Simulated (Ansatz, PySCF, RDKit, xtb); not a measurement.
# BSi2NH6Cl2: ranking a sample of isomers, part 2 of 2

Which of a sample of isomers of BSi2NH6Cl2 is the most stable in the gas at 298.15 K, and what are its properties? The sample is small against all isomers, and the most stable one of this formula need not be in it. One structure proposed beforehand is put among the starts (marked given), to see whether the search confirms or beats it.

xtb, Ansatz and PySCF; isolated molecules. Earlier steps stand in the parts before.

### 11 c289a at CCSD(T)/def2-SVP

File input.yaml:

```yaml
crystal:
  periodic: [false, false, false]
  atoms:
    - {symbol: B, position_ang: [-0.190657, 1.581168, -0.077148]}
    - {symbol: Cl, position_ang: [0.865743, 2.588137, -1.077095]}
    - {symbol: Cl, position_ang: [-1.473623, 2.393649, 0.830450]}
    - {symbol: "N", position_ang: [-0.017480, 0.188076, -0.006808]}
    - {symbol: Si, position_ang: [-1.122201, -0.758947, 1.025828]}
    - {symbol: Si, position_ang: [1.297655, -0.558095, -0.954042]}
    - {symbol: H, position_ang: [-0.700807, -2.183019, 0.906341]}
    - {symbol: H, position_ang: [-2.528016, -0.616932, 0.555117]}
    - {symbol: H, position_ang: [-1.009201, -0.326119, 2.446311]}
    - {symbol: H, position_ang: [1.235951, -2.022761, -0.687968]}
    - {symbol: H, position_ang: [2.620294, -0.030414, -0.517877]}
    - {symbol: H, position_ang: [1.099245, -0.309842, -2.409006]}
basis:
  gaussian:
    orbitals: def2-SVP
correlation:
  method: ccsd_t
  frozen_orbitals: {B: 1, Cl: 5, "N": 1, Si: 5, H: 0}
```

The run is started by

```
$ ansatz run input.yaml --threads 2 --pin off --max-ram 6090MiB --events-out events.jsonl --progress --plain --runs-dir runs
```

The program printed (excerpt; [...] marks lines left out):

```text
Warning: RAYON_NUM_THREADS=2 ignored (pool sized by the plan → 2); use --threads N
Functional definition: HF
  name "HF"
[...]
1242 factors; integrals over basis functions are off by at most 1.2e-3 eV
[...]
mean field -42970.43554894 eV, -1579.1343800161 hartree, gradient 2.8e-6 eV, S^2 0.000000; 0 other end points of the search recorded, 0 dependent functions left out
22 core orbitals not correlated: weight in the atoms' cores, before any rotation towards them, 1.000 or more for the frozen orbitals, at most 0.000 for the correlated occupied ones
reference -42970.43554894 eV, -1579.1343800161 hartree; 18, 18 occupied and 90, 90 virtual orbitals, 1242 factors
second order -19.51902631 eV of doubles, -0.00000000 eV of singles
cycle   1  -20.74999534 eV  change    -1.2e0 eV  update   1.1e-1
[...]
cycle   9  -21.44339022 eV  change   -1.1e-5 eV  update   2.0e-5
perturbative correction -0.59586275 eV, -0.0218975522 hartree
Total energy: -42992.47480190 eV, -1579.9443076239 hartree
```

It took 23 s on 2 threads of Arm Neoverse V2, shared host; peak memory 0.7 GiB.

### 12 The ranking

Energies in kcal/mol from c499c; G adds the thermal terms to the CCSD(T)/def2-SVP + MP2/def2-TZVPP - MP2/def2-SVP energy. The columns left of the relaxed level are at the tight-binding geometries.

| label | SMILES | spin | GFN2-xTB | HF/STO-3G | r2SCAN-D4/def2-SVP | PBE0-D4/def2-SVP | HF/def2-SVP | MP2/def2-SVP | CCSD(T)/def2-SVP + MP2/def2-TZVPP - MP2/def2-SVP | G | share at equilibrium | T1 |
| --- | --- | --- | --- | --- | --- | --- | --- | --- | --- | --- | --- | --- |
| c499c | BN([SiH3])[SiH](Cl)Cl | singlet | 0.0 | 0.0 | 0.0 | 0.0 | 0.0 | 0.0 | 0.0 | 0.0 | 94.5 % | 0.012 |
| c519b | [SiH3]N(BCl)[SiH2]Cl | singlet | -4.0 | 1.1 | 0.5 | -1.4 | 0.1 | -1.8 | 1.3 | 1.7 | 5.5 % | 0.012 |
| c289a | [SiH3]N([SiH3])B(Cl)Cl | singlet | 4.2 | 5.2 | 2.0 | 1.4 | 6.4 | 0.4 | 8.2 | 7.9 | < 0.1 % | 0.012 |

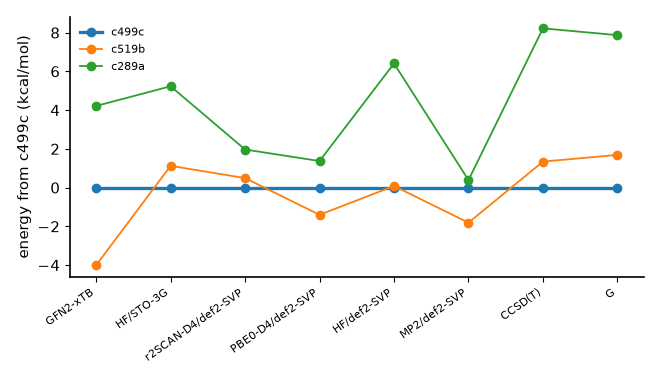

The finalists at each level, measured from c499c.

Lowest found: c499c, `BN([SiH3])[SiH](Cl)Cl`, a singlet. Bond lengths: B1–N4 1.417 Å, N4–Si5 1.786 Å, Cl2–Si6 2.058 Å, Cl3–Si6 2.058 Å, N4–Si6 1.739 Å, B1–H7 1.212 Å, B1–H8 1.210 Å, Si5–H9 1.489 Å, Si5–H10 1.489 Å, Si5–H11 1.489 Å, Si6–H12 1.475 Å. Some angles: B1–N4–Si5 117.8°, B1–N4–Si6 119.8°, Si5–N4–Si6 122.4°, Cl2–Si6–Cl3 107.6°, Cl2–Si6–N4 109.1°, Cl3–Si6–N4 109.2°, N4–B1–H7 119.1°, N4–B1–H8 120.5°, N4–Si5–H9 109.2°, N4–Si5–H10 108.0°.

```xyz
12

B     0.4785    0.7529    0.6109
Cl   -3.6572    0.5441    1.2104
Cl   -2.7787    0.4610   -1.9918
N    -0.7310    0.0823    0.3035
Si   -0.7324   -1.7029    0.3589
Si   -2.1470    1.0024   -0.1100
H     1.4583    0.0995    0.8969
H     0.5326    1.9617    0.5880
H    -0.3888   -2.1507    1.7368
H    -2.0968   -2.1732   -0.0080
H     0.2685   -2.2235   -0.6127
H    -1.8714    2.4512   -0.0716
```

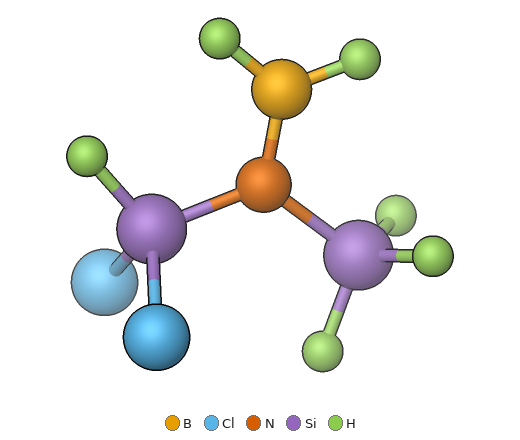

The lowest structure found, seen from a chosen angle (boron amber, chlorine blue, nitrogen orange, silicon purple, hydrogen green).

### 13 Density, orbitals and dipole (PBE0/def2-SVPD)

File input.yaml:

```yaml
crystal:
  periodic: [false, false, false]
  atoms:
    - {symbol: B, position_ang: [0.478529, 0.752893, 0.610858]}
    - {symbol: Cl, position_ang: [-3.657184, 0.544076, 1.210401]}
    - {symbol: Cl, position_ang: [-2.778741, 0.461028, -1.991839]}
    - {symbol: "N", position_ang: [-0.731013, 0.082312, 0.303471]}
    - {symbol: Si, position_ang: [-0.732418, -1.702921, 0.358917]}
    - {symbol: Si, position_ang: [-2.147002, 1.002431, -0.109965]}
    - {symbol: H, position_ang: [1.458273, 0.099473, 0.896921]}
    - {symbol: H, position_ang: [0.532586, 1.961747, 0.587953]}
    - {symbol: H, position_ang: [-0.388780, -2.150682, 1.736768]}
    - {symbol: H, position_ang: [-2.096808, -2.173199, -0.008030]}
    - {symbol: H, position_ang: [0.268489, -2.223461, -0.612699]}
    - {symbol: H, position_ang: [-1.871359, 2.451231, -0.071561]}
basis:
  gaussian: {orbitals: def2-SVPD}
hamiltonian: {xc: pbe0}
output: {forces: true, orbitals: {seedname: orbitals}}
```

The run is started by

```
$ ansatz run input.yaml --threads 2 --pin off --max-ram 6090MiB --events-out events.jsonl --progress --plain --runs-dir runs
```

The program printed (excerpt; [...] marks lines left out):

```text
Warning: RAYON_NUM_THREADS=2 ignored (pool sized by the plan → 2); use --threads N
[... 2 set-up lines as earlier in the session ...]
[...]
1817 factors; integrals over basis functions are off by at most 8.8e-4 eV
[...]
mean field -43037.58358253 eV, -1581.6020247362 hartree, gradient 1.2e-5 eV, S^2 0.000000; 0 other end points of the search recorded, 0 dependent functions left out
[...]
Atom 7 at     0.532586     1.961747     0.587953 Å, force    -0.004480    -0.065227     0.001112 eV/Å
Atom 8 at    -0.388780    -2.150682     1.736768 Å, force     0.010872     0.017013    -0.007123 eV/Å
Atom 9 at    -2.096808    -2.173199    -0.008030 Å, force     0.011363     0.004023     0.002882 eV/Å
Atom 10 at     0.268489    -2.223461    -0.612699 Å, force     0.006083     0.017256     0.010200 eV/Å
Atom 11 at    -1.871359     2.451231    -0.071561 Å, force    -0.031683     0.000886    -0.010325 eV/Å
Dipole moment:     0.166369    -0.056576     0.047940 e Å
```

Run time: 11 s. Hardware: 2 threads of Arm Neoverse V2, shared host; peak memory 0.65 GiB.

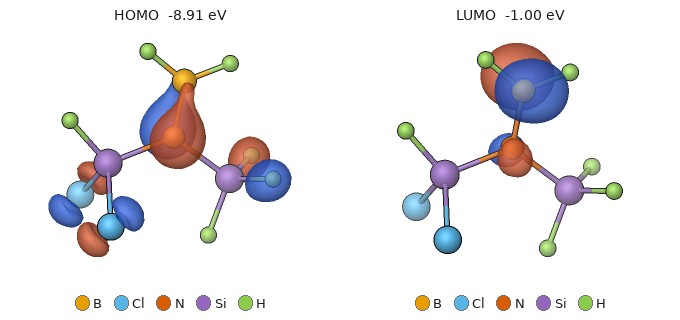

Frontier orbitals of this run, surfaces at ±0.2 Å^-3/2.

### 14 Electronic excitations (TD-PBE0/def2-SVPD)

An in-house driver calls PySCF's response routines at TD-PBE0/def2-SVPD; it has no typed input.

The program printed:

```text
coarse grid: 12368 points
cycle   1  E = -1581.3852581214  dE =  3.156e-01  |g| = 4.335e-01  |ddm| = 4.950e+00
cycle   2  E = -1581.3602064181  dE =  2.505e-02  |g| = 5.462e-01  |ddm| = 1.563e+00
cycle   3  E = -1581.4318785540  dE = -7.167e-02  |g| = 7.183e-02  |ddm| = 8.241e-01
cycle   4  E = -1581.4328838574  dE = -1.005e-03  |g| = 3.251e-02  |ddm| = 1.342e-01
cycle   5  E = -1581.4331518096  dE = -2.680e-04  |g| = 7.060e-03  |ddm| = 5.082e-02
cycle   6  E = -1581.4331657565  dE = -1.395e-05  |g| = 9.739e-04  |ddm| = 1.454e-02
cycle   7  E = -1581.4331660452  dE = -2.888e-07  |g| = 1.533e-04  |ddm| = 2.650e-03
final grid: 101776 points
cycle   8  E = -1581.6020874520  dE = -1.585e-05  |g| = 4.992e-03  |ddm| = 6.186e-02
cycle   9  E = -1581.6020795417  dE =  7.910e-06  |g| = 7.830e-03  |ddm| = 1.478e-02
cycle  10  E = -1581.6020933220  dE = -1.378e-05  |g| = 7.407e-04  |ddm| = 8.306e-03
cycle  11  E = -1581.6020934634  dE = -1.414e-07  |g| = 1.028e-04  |ddm| = 1.197e-03
cycle  12  E = -1581.6020934659  dE = -2.502e-09  |g| = 5.088e-05  |ddm| = 2.990e-04
cycle  13  E = -1581.6020934667  dE = -7.967e-10  |g| = 7.351e-06  |ddm| = 1.116e-04
converged SCF energy = -1581.6020934667

Static polarisability (au): isotropic 98.682, principal 93.240 96.393 106.412

Singlet excitations
state   eV       nm        f      main configurations
  1   6.3826    194.3   0.00027   H-1->L 0.94
  2   6.8851    180.1   0.09697   H->L 0.96
  3   7.5303    164.6   0.00006   H-3->L 0.89
  4   7.5837    163.5   0.00380   H->L+2 0.67, H->L+1 0.24
  5   7.5898    163.4   0.00279   H-2->L 0.98
  6   7.6871    161.3   0.01023   H->L+1 0.62, H->L+2 0.16, H-5->L 0.09
  7   7.7501    160.0   0.00240   H-5->L 0.81
  8   7.8739    157.5   0.01964   H-4->L 0.93

Triplet excitations (Tamm-Dancoff, eV): 5.7305 5.7712 7.2249
```

Wall time 19 s (2 threads of Arm Neoverse V2, shared host); peak memory 0.81 GiB.

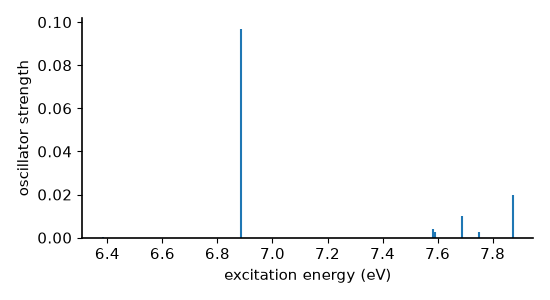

Vertical excitations as sticks.

The roots found:

| excited state | energy (eV) | strength |
| --- | --- | --- |
| 1 | 6.383 | 0.0003 |
| 2 | 6.885 | 0.0970 |
| 3 | 7.530 | 0.0001 |
| 4 | 7.584 | 0.0038 |
| 5 | 7.590 | 0.0028 |
| 6 | 7.687 | 0.0102 |
| 7 | 7.750 | 0.0024 |
| 8 | 7.874 | 0.0196 |

### 15 NMR shieldings (GIAO PBE0/pcSseg-1)

An in-house driver calls PySCF's response routines at GIAO PBE0/pcSseg-1; it has no typed input.

The program printed:

```text
coarse grid: 12368 points
cycle   1  E = -1581.9615760504  dE =  3.556e-01  |g| = 4.652e-01  |ddm| = 3.166e+00
cycle   2  E = -1581.9362914591  dE =  2.528e-02  |g| = 5.889e-01  |ddm| = 1.007e+00
cycle   3  E = -1582.0137478080  dE = -7.746e-02  |g| = 6.848e-02  |ddm| = 5.517e-01
cycle   4  E = -1582.0145554187  dE = -8.076e-04  |g| = 3.616e-02  |ddm| = 8.628e-02
cycle   5  E = -1582.0148458398  dE = -2.904e-04  |g| = 6.270e-03  |ddm| = 3.560e-02
cycle   6  E = -1582.0148553077  dE = -9.468e-06  |g| = 1.414e-03  |ddm| = 8.475e-03
final grid: 101776 points
cycle   7  E = -1582.0431122716  dE = -2.470e-05  |g| = 5.594e-03  |ddm| = 1.646e-02
cycle   8  E = -1582.0431071970  dE =  5.075e-06  |g| = 7.037e-03  |ddm| = 9.100e-03
cycle   9  E = -1582.0431173421  dE = -1.015e-05  |g| = 1.319e-03  |ddm| = 5.463e-03
cycle  10  E = -1582.0431176676  dE = -3.256e-07  |g| = 2.707e-04  |ddm| = 1.086e-03
cycle  11  E = -1582.0431176864  dE = -1.879e-08  |g| = 4.223e-05  |ddm| = 3.350e-04
cycle  12  E = -1582.0431176869  dE = -4.475e-10  |g| = 1.047e-05  |ddm| = 6.530e-05
converged SCF energy = -1582.0431176869

GIAO shielding tensors (ppm)
atom      isotropic    diamagn.    paramagn.     s11        s22        s33       span
  0 B       51.620     198.262    -146.641     17.775     21.353    115.733     97.958
  1 Cl     834.433    1146.551    -312.118    712.267    816.542    974.490    262.223
  2 Cl     834.160    1147.822    -313.662    711.561    816.446    974.474    262.913
  3 N      119.296     331.748    -212.453     -6.143    115.020    249.010    255.153
  4 Si     398.018     879.581    -481.562    368.028    379.736    446.290     78.262
  5 Si     339.766     875.667    -535.901    322.152    338.613    358.531     36.379
  6 H       25.717      31.275      -5.558     23.698     25.047     28.404      4.706
  7 H       25.672      31.082      -5.409     22.942     25.287     28.787      5.845
  8 H       26.559      28.829      -2.271     23.379     24.418     31.880      8.501
  9 H       26.317      28.600      -2.283     22.546     27.120     29.285      6.739
 10 H       26.559      29.425      -2.867     23.381     24.420     31.875      8.494
 11 H       25.526      26.851      -1.326     22.146     22.863     31.568      9.421
```

Run time: 11 s. Hardware: 2 threads of Arm Neoverse V2, shared host; peak memory 1.1 GiB.

Isotropic shieldings, averaged over atoms that the bond graph makes equivalent (absolute, not shifts):

| atoms | shielding (ppm) |
| --- | --- |
| B1 | 51.6 |
| Cl2, Cl3 | 834.3 |
| N4 | 119.3 |
| Si5 | 398.0 |
| Si6 | 339.8 |
| H7, H8 | 25.69 |
| H9, H10, H11 | 26.48 |
| H12 | 25.53 |

### 16 The cation at the same geometry (PBE0/def2-SVPD)

File input.yaml:

```yaml
basis:
  gaussian:
    orbitals: def2-SVPD
crystal:
  periodic: [false, false, false]
  atoms:
    - symbol: B
      position_ang: [0.478529, 0.752893, 0.610858]
    - symbol: Cl
      position_ang: [-3.657184, 0.544076, 1.210401]
    - symbol: Cl
      position_ang: [-2.778741, 0.461028, -1.991839]
    - symbol: N
      position_ang: [-0.731013, 0.082312, 0.303471]
    - symbol: Si
      position_ang: [-0.732418, -1.702921, 0.358917]
    - symbol: Si
      position_ang: [-2.147002, 1.002431, -0.109965]
    - symbol: H
      position_ang: [1.458273, 0.099473, 0.896921]
    - symbol: H
      position_ang: [0.532586, 1.961747, 0.587953]
    - symbol: H
      position_ang: [-0.388780, -2.150682, 1.736768]
    - symbol: H
      position_ang: [-2.096808, -2.173199, -0.008030]
    - symbol: H
      position_ang: [0.268489, -2.223461, -0.612699]
    - symbol: H
      position_ang: [-1.871359, 2.451231, -0.071561]
total_charge: 1
magnetization:
  spin_polarized: true
  initial_magnetization: 1
hamiltonian:
  xc: pbe0
```

The run is started by

```
$ ansatz run input.yaml --threads 2 --pin off --max-ram 6090MiB --events-out events.jsonl --progress --plain --runs-dir runs
```

The program printed (excerpt; [...] marks lines left out):

```text
Warning: RAYON_NUM_THREADS=2 ignored (pool sized by the plan → 2); use --threads N
[... 2 set-up lines as earlier in the session ...]
[...]
1780 factors; their error is unknown
[...]
mean field -43026.96560530 eV, -1581.2118212700 hartree, gradient 8.8e-6 eV, S^2 0.757616; 8 other end points of the search recorded, 0 dependent functions left out
reference -43026.96565138 eV, -1581.2118229636 hartree; 40, 39 occupied and 150, 151 virtual orbitals, 1780 factors
Total energy: -43026.96565138 eV, -1581.2118229636 hartree
```

It took 66 s on 2 threads of Arm Neoverse V2, shared host; peak memory 1.4 GiB.

Difference from the parent: 10.62 eV.

### 17 The anion at the same geometry (PBE0/def2-SVPD)

File input.yaml:

```yaml
crystal:
  periodic: [false, false, false]
  atoms:
    - {symbol: B, position_ang: [0.478529, 0.752893, 0.610858]}
    - {symbol: Cl, position_ang: [-3.657184, 0.544076, 1.210401]}
    - {symbol: Cl, position_ang: [-2.778741, 0.461028, -1.991839]}
    - {symbol: "N", position_ang: [-0.731013, 0.082312, 0.303471]}
    - {symbol: Si, position_ang: [-0.732418, -1.702921, 0.358917]}
    - {symbol: Si, position_ang: [-2.147002, 1.002431, -0.109965]}
    - {symbol: H, position_ang: [1.458273, 0.099473, 0.896921]}
    - {symbol: H, position_ang: [0.532586, 1.961747, 0.587953]}
    - {symbol: H, position_ang: [-0.388780, -2.150682, 1.736768]}
    - {symbol: H, position_ang: [-2.096808, -2.173199, -0.008030]}
    - {symbol: H, position_ang: [0.268489, -2.223461, -0.612699]}
    - {symbol: H, position_ang: [-1.871359, 2.451231, -0.071561]}
basis:
  gaussian: {orbitals: def2-SVPD}
total_charge: -1
magnetization: {spin_polarized: true, initial_magnetization: 1}
hamiltonian: {xc: pbe0}
scf: {lower_state_search: "off"}
```

The run is started by

```
$ ansatz run input.yaml --threads 2 --pin off --max-ram 6090MiB --events-out events.jsonl --progress --plain --runs-dir runs
```

The program printed (excerpt; [...] marks lines left out):

```text
Warning: RAYON_NUM_THREADS=2 ignored (pool sized by the plan → 2); use --threads N
[... 2 set-up lines as earlier in the session ...]
[...]
1780 factors; their error is unknown
[...]
mean field -43036.99326250 eV, -1581.5803308750 hartree, gradient 5.5e-6 eV, S^2 0.754138; 0 other end points of the search recorded, 0 dependent functions left out
reference -43036.99330661 eV, -1581.5803324961 hartree; 41, 40 occupied and 149, 150 virtual orbitals, 1780 factors
Total energy: -43036.99330661 eV, -1581.5803324961 hartree
Checks for a lower state left out: stability, starts, cluster_reference, orbital_swaps, neighbouring_geometries, increment
```

It took 14 s on 2 threads of Arm Neoverse V2, shared host; peak memory 0.81 GiB.

Parent less the species with the added electron: -0.59 eV. In this basis the extra electron isn't bound at this geometry, so the number hangs on the basis; a diffuse state bound by the dipole can't be described by it.

### 18 The triplet at the same geometry (PBE0/def2-SVPD)

input.yaml, as its differences from that of step 17:

```diff
@@ -6,3 +6,3 @@
     - {symbol: Cl, position_ang: [-2.778741, 0.461028, -1.991839]}
-    - {symbol: "N", position_ang: [-0.731013, 0.082312, 0.303471]}
+    - {symbol: N, position_ang: [-0.731013, 0.082312, 0.303471]}
     - {symbol: Si, position_ang: [-0.732418, -1.702921, 0.358917]}
@@ -17,5 +17,3 @@
   gaussian: {orbitals: def2-SVPD}
-total_charge: -1
-magnetization: {spin_polarized: true, initial_magnetization: 1}
+magnetization: {spin_polarized: true, initial_magnetization: 2}
 hamiltonian: {xc: pbe0}
-scf: {lower_state_search: "off"}
```

The run is started by

```
$ ansatz run input.yaml --threads 2 --pin off --max-ram 6090MiB --events-out events.jsonl --progress --plain --runs-dir runs
```

The program printed (excerpt; [...] marks lines left out):

```text
Warning: RAYON_NUM_THREADS=2 ignored (pool sized by the plan → 2); use --threads N
[... 2 set-up lines as earlier in the session ...]
[...]
1780 factors; their error is unknown
[...]
mean field -43031.81934946 eV, -1581.3901930780 hartree, gradient 7.6e-6 eV, S^2 2.005630; 4 other end points of the search recorded, 0 dependent functions left out
reference -43031.81939621 eV, -1581.3901947959 hartree; 41, 39 occupied and 149, 151 virtual orbitals, 1780 factors
Total energy: -43031.81939621 eV, -1581.3901947959 hartree
```

Run time: 65 s. Hardware: 2 threads of Arm Neoverse V2, shared host; peak memory 1 GiB.

It lies 5.76 eV above the singlet.

### 19 Results

What follows sums up all 2 parts.

| quantity | value |
| --- | --- |
| lowest structure found | BN([SiH3])[SiH](Cl)Cl, singlet |
| next finalist | [SiH3]N(BCl)[SiH2]Cl, singlet, 1.7 kcal/mol higher in G |
| share at equilibrium, among the finalists | 94.5 % |
| funnel | 77 starts, 73 minima at GFN2-xTB from these starts (75 with those found later), 12 screening runs, 4 relaxed, 3 ranked |
| CPU time of all runs | 31 min |
| dipole moment (PBE0/def2-SVPD) | 0.87 D |
| HOMO energy (PBE0/def2-SVPD) | -8.91 eV |
| LUMO energy (PBE0/def2-SVPD) | -1.00 eV |
| HOMO–LUMO gap (PBE0/def2-SVPD) | 7.91 eV |
| lowest excitation (TD-PBE0/def2-SVPD) | 6.38 eV (f = 0.000) |
| strongest of the states computed, same level | 6.89 eV (f = 0.097) |
| lowest triplet excitation, same level, Tamm-Dancoff | 5.73 eV |
| vertical ionisation energy | 10.62 eV |
| vertical electron affinity | -0.59 eV (unbound: the value depends on the basis) |
| vertical triplet less singlet | +5.76 eV |

**Reading.** The lowest structure found is `BN([SiH3])[SiH](Cl)Cl`. The margin, 1.7 kcal/mol, is modest. With 26 minima in the window unscreened, the next finalist need not be the second lowest, and margin and share hold for the finalists alone. HF/STO-3G, r2SCAN-D4/def2-SVP and HF/def2-SVP already put its bonding pattern lowest among the structures in one piece; GFN2-xTB, PBE0-D4/def2-SVP and MP2/def2-SVP favour the singlet [SiH3]N(BCl)[SiH2]Cl. The largest share of the time went into the relaxations (28 % of the CPU time that the search's summary counts). 26 minima inside the window were never screened. The search beats the structure proposed beforehand. Lowest found is not proven lowest: the search is finite, and each finalist counts with one conformer. Only 12 drawn patterns were tried, so whole families of isomers are missing, and the result ranks only the part of this sample that was screened. The lowest isomer need not be the one that is made and kept in a bottle, which depends on barriers.
